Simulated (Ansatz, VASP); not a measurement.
# GeMo in two plane-wave programs

Aim: how closely do two programs agree when they are given the same cell, functional and k mesh? The cell is invented: As first built, before any earlier steps moved the atoms (in the runner's words): it takes the WC structure with all of its atoms replaced by other elements, volume scaled by an estimate. It may not be a known or stable phase. The cell is taken from a series of VASP runs on this material, whose earlier steps may have relaxed, scaled or displaced it; both programs get it as it stands. Valence electrons are named where the data sets of a main pair hold unlike numbers.

Calculated with Ansatz 0.2.0; plane waves, with VASP 6.6.1 beside it; band structure at r2SCAN.

## Step 1: Starting point

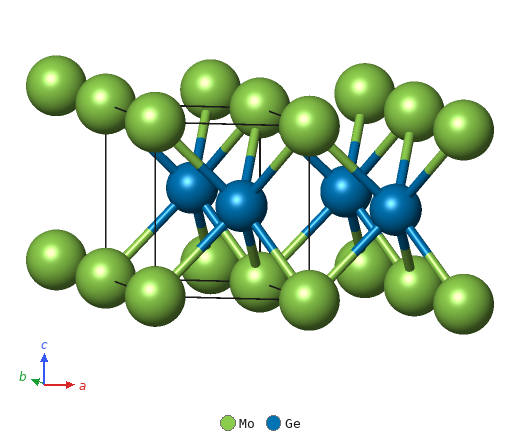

Start, viewed slightly off an axis; molybdenum green, germanium blue. 2×2×1 cells are drawn. Bonds to atoms that aren't drawn are left out. Some periodic images of atoms are drawn too.

Coordinates:

```cif
data_structure
_symmetry_space_group_name_H-M 'P-6m2'
_symmetry_Int_Tables_number 187
_cell_length_a 3.2125
_cell_length_b 3.2125
_cell_length_c 3.5784
_cell_angle_alpha 90.000
_cell_angle_beta 90.000
_cell_angle_gamma 120.000
_cell_volume 31.98
loop_
_atom_site_label
_atom_site_type_symbol
_atom_site_symmetry_multiplicity
_atom_site_Wyckoff_symbol
_atom_site_fract_x
_atom_site_fract_y
_atom_site_fract_z
_atom_site_occupancy
Mo1 Mo 1 a 0.00000 0.00000 0.00000 1
Ge1 Ge 1 f 0.66667 0.33333 0.50000 1
```

## Step 2: VASP: band structure, r2SCAN

With cell and atoms fixed, the geometry can't cause a difference; cores, projectors, grids and the points listed under the comparison can.

Lines of VASP's logs that name or quote its potential files are left out, and so is its time.

Input file INCAR:

```
SYSTEM = GeMo
PREC = Accurate
ENCUT = 410
EDIFF = 1E-06
NELM = 100
ISMEAR = 0
SIGMA = 0.02
LREAL = .FALSE.
ALGO = Normal
METAGGA = R2SCAN
LASPH = .TRUE.
NBANDS = 26
LORBIT = 11
LWAVE = .FALSE.
LCHARG = .FALSE.
KPAR = 4
```

Input file POSCAR:

```
GeMo
1.0
    3.2124995106      0.0000000142      0.0000000000
   -1.6062492255      2.7821059019      0.0000000000
    0.0000000000      0.0000000000      3.5784299713
Mo Ge
1 1
Direct
    0.0000000000      0.0000000000      0.0000000000
    0.6666666700      0.3333333300      0.5000000000
```

Input file KPOINTS:

```
Automatic mesh
0
Gamma
5 5 4
0 0 0
```

Input file KPOINTS_OPT:

```
Line mode
16
Line-mode
Reciprocal
  0.00000000   0.00000000   0.00000000 GAMMA
  0.50000000   0.00000000   0.00000000 M

  0.50000000   0.00000000   0.00000000 M
  0.33333333   0.33333333   0.00000000 K

  0.33333333   0.33333333   0.00000000 K
  0.00000000   0.00000000   0.00000000 GAMMA

  0.00000000   0.00000000   0.00000000 GAMMA
  0.00000000   0.00000000   0.50000000 A

  0.00000000   0.00000000   0.50000000 A
  0.50000000   0.00000000   0.50000000 L

  0.50000000   0.00000000   0.50000000 L
  0.33333333   0.33333333   0.50000000 H

  0.33333333   0.33333333   0.50000000 H
  0.00000000   0.00000000   0.50000000 A

  0.50000000   0.00000000   0.50000000 L
  0.50000000   0.00000000   0.00000000 M

  0.33333333   0.33333333   0.00000000 K
  0.33333333   0.33333333   0.50000000 H
```

PAW data sets: Mo_sv and Ge_d (PBE family, release 64).

The run is started by

```
$ mpirun -np 4 vasp_std
```

Numbers of over 12 decimals in the logs are rounded to 6 here.

Log:

```text
[banner, memory and clock lines left out]
running    4 mpi-ranks, on    1 nodes
 distrk:  each k-point on    1 cores,    4 groups
 distr:  one band on    1 cores,    1 groups

 POSCAR found type information on POSCAR MoGe
 POSCAR found :  2 types and       2 ions
|                                                                             |
|               ----> ADVICE to this user running VASP <----                  |
|                                                                             |
|     You enforced a specific xc type in the INCAR file but a different       |
|     [... a line on the potential file left out ...]
|     I HOPE YOU KNOW WHAT YOU ARE DOING!                                     |
|                                                                             |

 LDA part: xc-table for (None), standard interpolation
 POSCAR, INCAR and KPOINTS ok, starting setup
 FFT: planning ... GRIDC
 FFT: planning ... GRID_SOFT
 FFT: planning ... GRID
 WAVECAR not read
 entering main loop
       N       E                     dE             d eps       ncg     rms          rms(c)
DAV:   1     0.166247056340E+03    0.16625E+03   -0.12023E+04  1008   0.233E+03
DAV:   2    -0.308552332682E+02   -0.19710E+03   -0.18698E+03   798   0.484E+02
DAV:   3    -0.474939371687E+02   -0.16639E+02   -0.16414E+02   862   0.928E+01
DAV:   4    -0.477861064979E+02   -0.29217E+00   -0.29199E+00   912   0.127E+01
DAV:   5    -0.477888549157E+02   -0.27484E-02   -0.27483E-02   880   0.140E+00    0.180E+01
DAV:   6    -0.399594182739E+02    0.78294E+01   -0.37314E+00   800   0.160E+01    0.211E+00
DAV:   7    -0.399660600698E+02   -0.66418E-02   -0.13004E-01   960   0.321E+00    0.144E+00
DAV:   8    -0.399709911783E+02   -0.49311E-02   -0.14060E-02   906   0.958E-01    0.532E-01
DAV:   9    -0.399741227429E+02   -0.31316E-02   -0.69531E-03   894   0.630E-01    0.162E-01
DAV:  10    -0.399743355598E+02   -0.21282E-03   -0.37094E-04   896   0.145E-01    0.602E-02
DAV:  11    -0.399744102975E+02   -0.74738E-04   -0.10399E-04   906   0.831E-02    0.181E-02
DAV:  12    -0.399744095736E+02    0.72390E-06   -0.79053E-06   962   0.298E-02
   1 F= -.39974410E+02 E0= -.39973911E+02  d E =-.996357E-03
 Start KPOINTS_OPT (optional k-point list driver)
k-point batch [1-15\144]
       N       E                     dE             ncg
DAV:   1    -0.198442933585E+04   -0.80920E+04      968
DAV:   2    -0.504416776585E+04   -0.30597E+04      806
DAV:   3    -0.529833721446E+04   -0.25417E+03      836
DAV:   4    -0.530281212438E+04   -0.44749E+01      890
DAV:   5    -0.530285761188E+04   -0.45487E-01      908
DAV:   6    -0.530285840105E+04   -0.78918E-03      928
DAV:   7    -0.530285841984E+04   -0.18785E-04      920
DAV:   8    -0.530285842026E+04   -0.41637E-06      710
[...]
k-point batch [136-144\144]
       N       E                     dE             ncg
DAV:   1     0.497906193518E+04   -0.11171E+05      624
DAV:   2     0.316413696699E+04   -0.18149E+04      476
DAV:   3     0.300732110596E+04   -0.15682E+03      532
DAV:   4     0.300429042182E+04   -0.30307E+01      552
DAV:   5     0.300426101664E+04   -0.29405E-01      512
DAV:   6     0.300426046551E+04   -0.55113E-03      562
DAV:   7     0.300426045132E+04   -0.14188E-04      524
DAV:   8     0.300426045097E+04   -0.35604E-06      432
```

From OUTCAR (step 2):

```text
ion  position               nearest neighbor table
   1  0.000  0.000  0.000-   2 2.58   2 2.58   2 2.58   2 2.58   2 2.58   2 2.58
   2  0.667  0.333  0.500-   1 2.58   1 2.58   1 2.58   1 2.58   1 2.58   1 2.58

  LATTYP: Found a hexagonal cell.
 ALAT       =     3.2124995106
 C/A-ratio  =     1.1139083320

 Subroutine GETGRP returns: Found 12 space group operations
 (whereof 12 operations were pure point group operations)

The static configuration has the point symmetry D_3h.

 Found     15 irreducible k-points:

   k-points           NKPTS =     15   k-points in BZ     NKDIM =     15   number of bands    NBANDS=     26

   dimension x,y,z NGX =    24 NGY =   24 NGZ =   24
   dimension x,y,z NGXF=    48 NGYF=   48 NGZF=   48

   ENCUT  =  410.0 eV  30.13 Ry    5.49 a.u.   5.30  5.30  5.91*2*pi/ulx,y,z

   NELECT =      28.0000    total number of electrons

 k-points in reciprocal lattice and weights: Automatic mesh
   0.00000000  0.00000000  0.00000000       0.010
   0.20000000  0.00000000  0.00000000       0.060
   0.40000000  0.00000000  0.00000000       0.060
   0.20000000  0.20000000  0.00000000       0.060
   0.40000000  0.20000000  0.00000000       0.060
   0.00000000  0.00000000  0.25000000       0.020
   0.20000000  0.00000000  0.25000000       0.120
   0.40000000  0.00000000  0.25000000       0.120
   0.20000000  0.20000000  0.25000000       0.120
[...]
0.20000000  0.20000000  0.50000000       0.060
   0.40000000  0.20000000  0.50000000       0.060

 average (electrostatic) potential at core
       1 -76.8829       2 -73.8800

 E-fermi :   9.9089

 k-point     1 :       0.0000    0.0000    0.0000
  band No.  band energies     occupation
    ...
      9     -14.9815      2.00000
     10      -2.4577      2.00000
     11       6.6375      2.00000
     12       8.3490      2.00000
     13       8.3490      2.00000
     14      10.1363      0.00000
     15      10.5729      0.00000
     16      10.5729      0.00000
     17      17.2577      0.00000
     18      17.2578      0.00000
    ...

 k-point     2 :       0.2000    0.0000    0.0000
  band No.  band energies     occupation
    ...
     10      -1.6248      2.00000
     11       6.7814      2.00000
     12       7.5630      2.00000
     13       7.9687      2.00000
     14       9.1024      2.00000
     15      10.3780      0.00000
     16      13.4802      0.00000
     17      13.9355      0.00000
     18      15.4707      0.00000
     19      18.6573      0.00000
    ...

 k-point     3 :       0.4000    0.0000    0.0000
  band No.  band energies     occupation
    ...
      9     -14.9502      2.00000
     10       0.4497      2.00000
     11       4.7539      2.00000
     12       6.7427      2.00000
     13       7.3316      2.00000
     14      10.0853      0.00000
     15      10.8997      0.00000
     16      13.0100      0.00000
     17      13.3088      0.00000
     18      15.9018      0.00000
    ...

  Total       -0.2175582     -0.2175582     -0.8664846     -0.0000000     -0.0000000     -0.0000000
  in kB      -10.8987532    -10.8987510    -43.4072432     -0.0000021     -0.0000000     -0.0000000
  external PRESSURE =     -21.7349158 kB  Pullay stress =       0.0000000 kB

  energy-cutoff  :      410.00
  volume of cell :       31.98
      direct lattice vectors                 reciprocal lattice vectors
     3.212499511  0.000000014  0.000000000     0.311284093  0.179719914  0.000000000
    -1.606249226  2.782105902  0.000000000    -0.000000002  0.359439947  0.000000000
     0.000000000  0.000000000  3.578429971     0.000000000  0.000000000  0.279452164

 POSITION                                       TOTAL-FORCE (eV/Angst)
 -----------------------------------------------------------------------------------
      0.00000      0.00000      0.00000        -0.000000     -0.000000      0.000000
      1.60625      0.92737      1.78921         0.000000      0.000000      0.000000
 -----------------------------------------------------------------------------------
    total drift:                               -0.000020      0.000003     -0.000000

  FREE ENERGIE OF THE ION-ELECTRON SYSTEM (eV)
  ---------------------------------------------------
  free  energy   TOTEN  =       -39.9744095736 eV

  energy  without entropy=      -39.9734132163  energy(sigma->0) =      -39.97391139

 total charge
# of ion       s       p       d       tot
------------------------------------------
    1        2.262   6.165   3.964  12.392
    2        1.119   1.357  10.086  12.562
--------------------------------------------------
tot          3.381   7.521  14.051  24.953

[... 3 further parts left out ...]
```

Spin-orbit coupling is off here; it would split degenerate levels. At this level the cell is under a tension of 2.2 GPa, so at these settings it is away from equilibrium.

## Step 3: Ansatz: band structure, r2SCAN

Ansatz runs on its default PAW (the set named soft_2) files.

The same cell, functional, mesh and smearing now go to Ansatz, which takes its cutoff from its data sets.

Input file input.yaml:

```yaml
crystal:
  lattice:
    - [3.2124995106, 1.42e-08, 0.0]
    - [-1.6062492255, 2.7821059019, 0.0]
    - [0.0, 0.0, 3.5784299713]
  atoms:
    - { symbol: Mo, position: [0.0, 0.0, 0.0] }
    - { symbol: Ge, position: [0.66666667, 0.33333333, 0.5] }
hamiltonian:
  xc: r2scan
  pseudopotentials: { kind: paw }
kpoints:
  mp_grid: { grid: [5, 5, 4] }
  band_path:
    path:
      - [0.0, 0.0, 0.0]
      - [0.13333, 0.0, 0.0]
      - [0.3, 0.0, 0.0]
      - [0.46667, 0.0, 0.0]
      - [0.46667, 0.06667, 0.0]
      - [0.41111, 0.17778, 0.0]
      - [0.35556, 0.28889, 0.0]
      - [0.28889, 0.28889, 0.0]
      - [0.17778, 0.17778, 0.0]
      - [0.06667, 0.06667, 0.0]
      - [0.0, 0.0, 0.03333]
      - [0.0, 0.0, 0.2]
      - [0.0, 0.0, 0.36667]
      - [0.0, 0.0, 0.5]
      - [0.16667, 0.0, 0.5]
      - [0.3, 0.0, 0.5]
      - [0.46667, 0.0, 0.5]
      - [0.46667, 0.06667, 0.5]
      - [0.41111, 0.17778, 0.5]
      - [0.35556, 0.28889, 0.5]
      - [0.28889, 0.28889, 0.5]
      - [0.17778, 0.17778, 0.5]
      - [0.06667, 0.06667, 0.5]
      - [0.5, 0.0, 0.46667]
      - [0.5, 0.0, 0.3]
      - [0.5, 0.0, 0.13333]
      - [0.33333, 0.33333, 0.0]
      - [0.33333, 0.33333, 0.16667]
      - [0.33333, 0.33333, 0.33333]
      - [0.33333, 0.33333, 0.5]
    npoints: 1
scf:
  occupations: { method: gaussian, width: 0.02 }
  n_extra_bands: 7
output:
  forces: true
  stress: true
  eigenvalues: true
```

The run is started by

```
$ ansatz run input.yaml --threads 2 --pin off --max-ram 4608MiB --backend cpu --events-out ev --progress --plain --runs-dir out
```

Log:

```text
Warning: the atoms were moved onto the symmetric positions of the space group found under crystal.symmetry.tolerance 1.0e-5 (fractional; no operation is sought that the atoms, as they stand in a round, miss by more than twice it, and no atom is moved by as much as it), and the run uses the moved positions. Before a round's move an operation carried an atom to 1.61e-8 Å from where it should land, the largest such dist [...]
scf.n_extra_bands = 7 over 14 filled bands (N_el = 28.0): the run solves 21 bands
Engine: ansatz 0.2.0, aarch64-unknown-linux-gnu
Pseudopotentials: kind: paw
Pseudopotential: Mo, paw, valence charge 14, recommended cutoff 500 eV (meta_gga), Mo.paw.azcp
Pseudopotential: Ge, paw, valence charge 14, recommended cutoff 500 eV (meta_gga), Ge.paw.azcp
Functional definition: r2SCAN
  parameter k0 = 0.174
  parameter k1 = 0.065
  parameter a1 = 4.9479
  exchange = r2scan_x(k0 = k0, k1 = k1, a1 = a1)
  correlation = r2scan_c
Crystal: 2 atoms, lattice volume = 31.982 Å³
Basis set: ecut = 500 eV, 811 PW (Γ), exchange–correlation on 96×96×108 points (64 copies of the dense FFT grid, shifted against one another)
Bands: 21, of which v1, the nominal top of the filled ones, is band 14 counted from 1 (13 counted from 0)
Symmetry: 12 space group operations
Space group: P-6m2 (ITA 187), of the structure as read, at distance tolerance 3.2e-5 Å
k-points: 15 of 100 (time reversal used)
Non-local potential: Mo, projectors of the file, l = 0: 3, l = 1: 2, l = 2: 2, l = 3: 1
Non-local potential: Ge, projectors of the file, l = 0: 2, l = 1: 2, l = 2: 3, l = 3: 1
PAW form: soft (Blöchl's): semilocal exchange-correlation on the pseudo side does not see the compensation charge
PAW frozen core: Mo, regenerated for the run's functional (the file was generated under x = pbe(κ = 0.804, μ = 0.219515), c = pbe(β = 0.066725))
PAW frozen core: Ge, regenerated for the run's functional (the file was generated under x = pbe(κ = 0.804, μ = 0.219515), c = pbe(β = 0.066725))
PAW one-centre angular grid: Mo, 590 points (default); XC on 160 Gauss nodes
PAW one-centre angular grid: Ge, 590 points (default); XC on 160 Gauss nodes
Initial density: superposition of atomic densities (neutral atoms: chi_scale 0, normalization atom), corrected by the library's trained network
Initial wavefunctions: pseudopotential atomic-orbital guess
Functional: x = r2scan, c = r2scan; τ floored in thin density (d = 2e-4 eV/Å³)
SCF iter   1: F=—  HF=-9270.517964 eV  |F-HF|=—  |Δ(HF+E_count)|=         —  Δρ=1.40e-2  dr2=8.79e-2  dr2_τ=2.07e-2  ethr=1.77e-3  ⟨swp⟩=5.7  Hψ=1428  notcnv=0  defer=1
preconditioner: auto → none  [insulator: Δε(μ)=0.063 eV  Ē_g=21.284 eV  σ=0.020 eV  W_gap=0.97  n_scr=8 (ndim 8)  ℏωp=29.4 eV  f_vac=0.000  D(μ)=0.43/eV (n_scr^D=0)  ε∞_Penn≈2.9]
SCF iter   2: F=—  HF=-9270.541090 eV  |F-HF|=—  |Δ(HF+E_count)|=   2.31e-2  Δρ=1.26e-2  dr2=9.66e-2  dr2_τ=1.27e-2  ethr=3.14e-4  ⟨swp⟩=3.3  Hψ=729  notcnv=0  defer=24
SCF iter   3: F=—  HF=-9270.521527 eV  |F-HF|=—  |Δ(HF+E_count)|=   1.96e-2  Δρ=3.33e-3  dr2=1.33e-3  dr2_τ=6.96e-5  ethr=3.14e-4  ⟨swp⟩=2.1  Hψ=434  notcnv=0  defer=24
SCF iter   4: F=—  HF=-9270.522911 eV  |F-HF|=—  |Δ(HF+E_count)|=   1.38e-3  Δρ=1.17e-3  dr2=2.60e-4  dr2_τ=4.51e-5  ethr=4.74e-6  ⟨swp⟩=2.0  Hψ=567  notcnv=0  defer=24
SCF iter   5: F=—  HF=-9270.522894 eV  |F-HF|=—  |Δ(HF+E_count)|=   1.73e-5  Δρ=4.14e-4  dr2=1.61e-5  dr2_τ=2.90e-6  ethr=9.29e-7  ⟨swp⟩=2.9  Hψ=504  notcnv=0  defer=24
SCF iter   6: F=—  HF=-9270.522926 eV  |F-HF|=—  |Δ(HF+E_count)|=   3.28e-5  Δρ=7.63e-5  dr2=8.35e-7  dr2_τ=6.47e-8  ethr=5.75e-8  ⟨swp⟩=2.0  Hψ=488  notcnv=0  defer=24
SCF iter   7: F=—  HF=-9270.522928 eV  |F-HF|=—  |Δ(HF+E_count)|=   1.37e-6  Δρ=2.36e-5  dr2=1.12e-7  dr2_τ=2.38e-8  ethr=3.57e-10  ⟨swp⟩=9.5  Hψ=1501  notcnv=0
SCF iter   8: F=-9270.522928 eV  HF=-9270.522928 eV  |F-HF|=7.26e-9  |Δ(HF+E_count)|=   3.24e-8  Δρ=7.49e-6  dr2=9.61e-9  dr2_τ=1.32e-9  ethr=3.57e-10  ⟨swp⟩=4.1  Hψ=884  notcnv=0
SCF 1 converged in 8 iterations: F = -9270.522928 eV  dr2 = 9.61e-9
  greatest PAW one-centre occupation: 0.998 electrons in one spin orbital (limit 2), on the Ge atom at site 1 (counted from 0), in its partial waves of l = 2
NSCF: frozen V_eff on 30 k-points
SCF converged after 8 iterations
Free energy (F): -9270.522928 eV
Harris-Foulkes:  -9270.522928 eV  (|F-HF|=7.26e-9)
Internal energy: -9270.521939 eV  (E = F + TS)
E sigma→0 (E₀):  -9270.522433 eV
Entropy (-TS):   -0.000989 eV (-0.494 meV/atom)
Fermi energy:    16.609195 eV
--- Per-component energies (eV) ---
  E_band       = -167.123256
  E_kinetic    = 552.591162
  E_local      = -2872.716495  (includes V_loc(G=0)·N_el)
  E_nonlocal   = 563.487065
  E_hartree    = 1182.147346
  E_xc         = -248.339018
  E_vxc        = -325.349526  (∫ρ·V_xc dr)
  E_paw        = -5251.593145  (= ΣΔE_a)
  E_vpaw       = -470.370749  (= ΣTr[D̂ρ^β])
  E_aug_tail   = 0.000021  (compensation charges beyond the density's cutoff)
  E_vtau       = 20.940878  (kinetic-family band-sum trace: ∫τ·v_τ [+ j·A + Jᵃ·Aᵃ] dr)
  E_ewald      = -3194.791906
  E_core_change = -1.306969  (= ΣΔE_core)
  E_smearing   = -0.000989  (= −TS)
  E_closure    = 0.000000  (closes the sum)
  Σ components = -9270.522928   (vs F -9270.522928, Δ=0.00e0)
--- Forces (eV/Å), atoms counted from 1 ---
  atom   1  Mo     0.00000000     0.00000000     0.00000000
  atom   2  Ge     0.00000000     0.00000000     0.00000000
  max |Σ_I F_I| component: 6.48e-17 eV/Å
--- Stress (GPa, compression-positive) ---
       -0.711388       0.000000       0.000000
        0.000000      -0.711388       0.000000
        0.000000       0.000000      -4.009645
  P = ⅓ Tr σ = -1.8108 GPa (-18.108 kbar)
--- Band table (eV; the first three rows and the last of 15) ---
  k-point 0: bands = [... 10 lower, 13.3474, 15.0545, 15.0545, 16.8367, 17.2759, 17.2759, 23.9574, 23.9574, ... 3 higher]
  k-point 1: bands = [... 10 lower, 11.9179, 15.3468, 15.3468, 16.6292, 16.6292, 16.6461, 23.9369, 23.9369, ... 3 higher]
  k-point 2: bands = [... 10 lower, 9.9024, 15.8205, 15.8205, 15.9626, 15.9626, 17.0902, 23.3066, 23.3066, ... 3 higher]
  k-point 14: bands = [... 10 lower, 11.8110, 12.4942, 14.6290, 15.5975, 17.9994, 20.3373, 20.8613, 22.4126, ... 3 higher]
```

Elapsed: 2.9 s, on 2 threads of Arm Neoverse V2, shared host; peak memory 0.35 GiB; 5.3 s of CPU time.

Reading the cycles: dr2 is the Hartree energy of the density residual (eV), the measure of convergence; HF is the Harris–Foulkes estimate of the energy, which meets the free energy F at convergence.

## Step 4: Differences

Known differences besides the potentials themselves: VASP keeps PBE cores, Ansatz makes them for the functional; the cutoff is 500 eV in Ansatz and 410 eV in VASP. Total energies have different zeros and are not compared.

Compared:

| quantity | Ansatz | VASP | difference |
| --- | --- | --- | --- |
| pressure (GPa) | -1.81 | -2.17 | +0.36 |
| pressure without Ansatz's Pulay correction (GPa) | -1.89 | -2.17 | +0.29 |

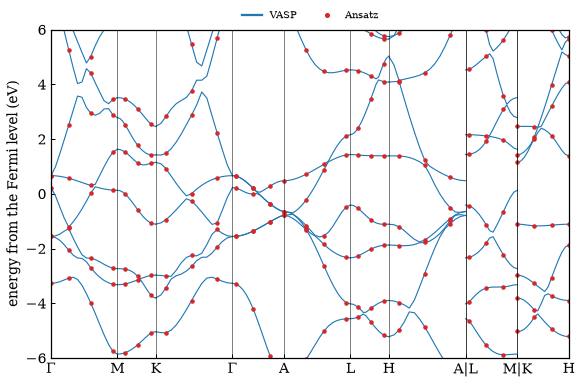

Bands from VASP (lines) and levels from Ansatz (dots). Dots without a line are higher empty bands that the VASP plot leaves out.

Levels from 3 eV below to 2 eV above the Fermi level differ by 3 meV r.m.s. and 7 meV at most; each VASP level is matched to the nearest of Ansatz, which flatters the figure a little. Ansatz's pressure holds a Pulay correction of 0.08 GPa; VASP's holds none.

## Step 5: Results

```json
{
  "r.m.s. difference of levels near the Fermi level (band structure, r2SCAN)": "3.2 meV"
}
```

In words: The r.m.s. difference of levels near the Fermi level is 3.2 meV (band structure, r2SCAN), within the 80 meV picked in this series as the mark of a large difference. Such differences can come from data sets, numerical settings and the points named under the comparisons, not from the functional's error against experiment.

[Lines on the potential files, build, host, timing and source positions are cut from VASP's logs without a mark.]

[Logs are printed without paths, hosts, clocks, repeated set-up lines and the standing remarks that a program may print on its own settings, such as how far it seeks lower states.]

[Hosts, paths, dates, database ids (printed as entryN), source tags and the programs' standing remarks are cut or masked in the printed files.]
